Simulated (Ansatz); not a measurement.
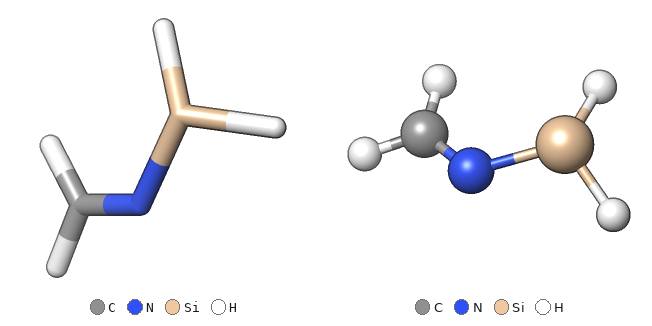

The same structure drawn twice, from different directions.

The species is neutral and a spin doublet. The geometry was computed by an optimisation with PBE0-D4/def2-TZVP. No frequency run is at hand to confirm it as a minimum.

Identify the structure.

The molecule is CH₄NSi. The point group is C1. It is an open-shell species. Coordination: 1 C trigonal planar; 1 N bent; 1 Si trigonal pyramidal.

The parts below concern this one geometry. Atoms keep their numbers from picture to picture.

**Shape**

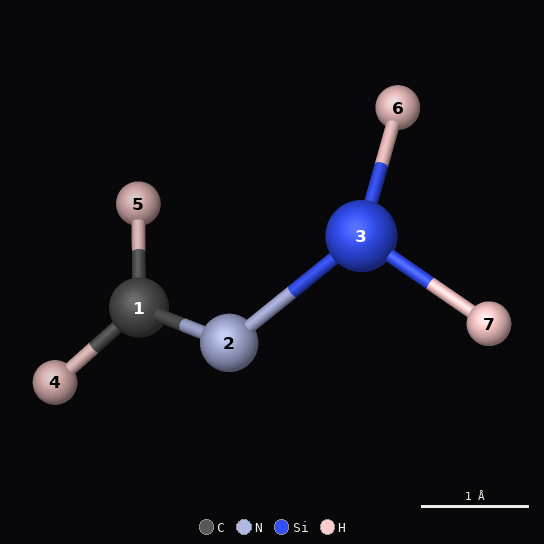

Atoms carry their numbers in the input. No frequency run is at hand to confirm it as a minimum.

Which atoms are bonded, and how long are the bonds?

```
  bond  length (Å)
 C1–N2       1.265
 C1–H4       1.095
 C1–H5       1.101
N2–Si3       1.721
Si3–H6       1.497
Si3–H7       1.482
```

**Electronic properties**

No frequency run is at hand to confirm it as a minimum. Method: UKS PBE0-D4/def2-TZVPP (Ansatz 0.2.0).

Computed properties:

- HOMO energy (Kohn–Sham orbital): −6.04 eV
- ⟨S²⟩ of the determinant: 0.760
- dispersion correction: −9.6 kJ/mol

**Dipole moment**

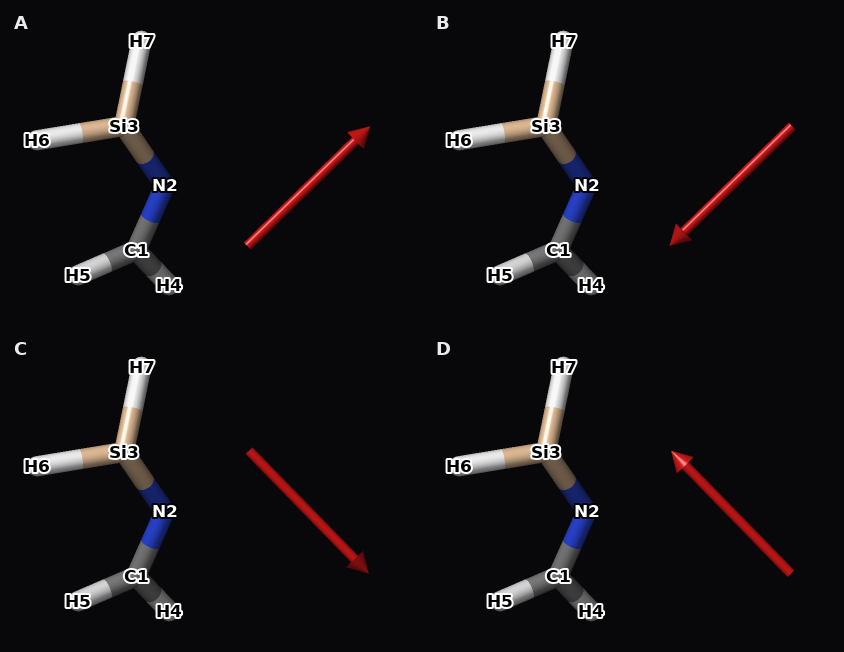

The same molecule four times, each with an arrow. No frequency run is at hand to confirm it as a minimum. Level of theory: UKS PBE0-D4/def2-TZVP (Ansatz 0.2.0).

Which arrow points along the dipole moment, from the negative to the positive end?

Answer. B. The dipole moment is 1.40 D; it points from the side of H7 to the side of H5 (the outermost atoms at the two ends).

**Charges**

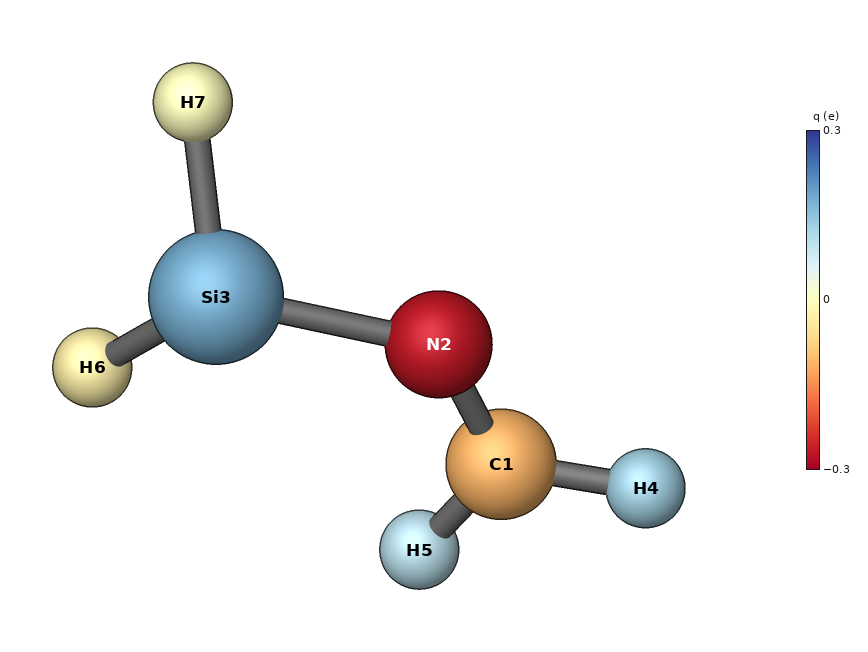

Atoms are coloured by their Mulliken charges. No frequency run is at hand to confirm it as a minimum. Level of theory: UKS PBE0-D4/def2-TZVP (Ansatz 0.2.0).

Which atom carries the highest charge (most positive or least negative)?

Answer. Si3 (0.17 e).

And the lowest?

Answer. N2 (−0.27 e).

List the Mulliken charges.

| atom | value (e) |
| --- | --- |
| C1 | −0.11 |
| N2 | −0.27 |
| Si3 | 0.17 |
| H4 | 0.13 |
| H5 | 0.10 |
| H6 | −0.02 |
| H7 | 0.00 |

Mulliken values depend strongly on the basis set and can even reverse the polarity of a bond.
